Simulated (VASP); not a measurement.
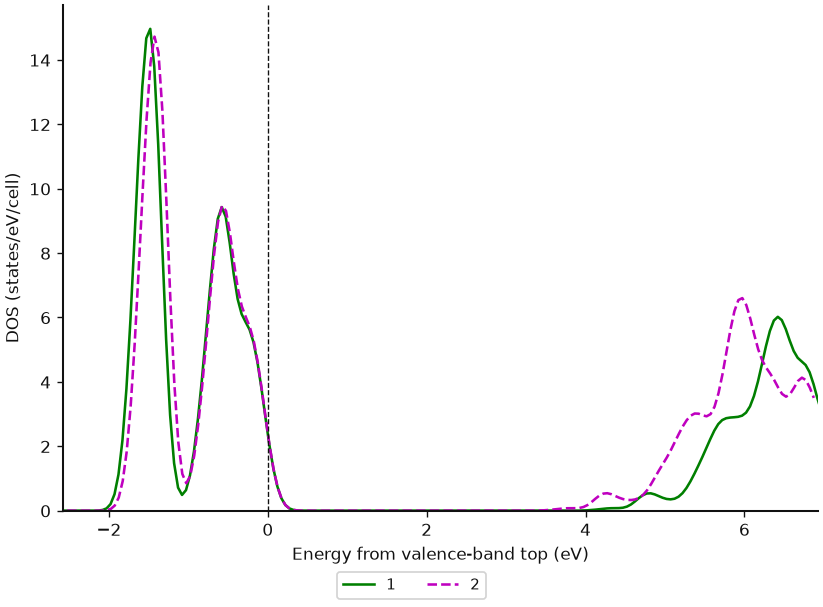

Total densities of states of Rb2ICl, space group R-3m, 4 atoms in the cell, uniaxial (z) strain +2.9%, by two methods on the same cell. The curves are built from the levels of the k mesh with Gaussians 0.3 eV wide, which also blur the band edges. Each is counted from its own valence-band top.

Q: Which curve is which? The methods: PBE (VASP), r2SCAN (VASP).

A: 1 is r2SCAN (VASP); 2 is PBE (VASP). r2SCAN (VASP) gives a gap of 4.21 eV and PBE (VASP) gives a gap of 3.66 eV.

Settings. r2SCAN (VASP): DFT, r2SCAN, plane waves, PAW, 6×6×6 k mesh, 520 eV cutoff, Gaussian smearing of 0.01 eV (VASP). PBE (VASP): DFT, PBE, plane waves, PAW, 6×6×6 k mesh, 520 eV cutoff (VASP 6.6.1).

Spin-orbit coupling is left out, which matters for I.
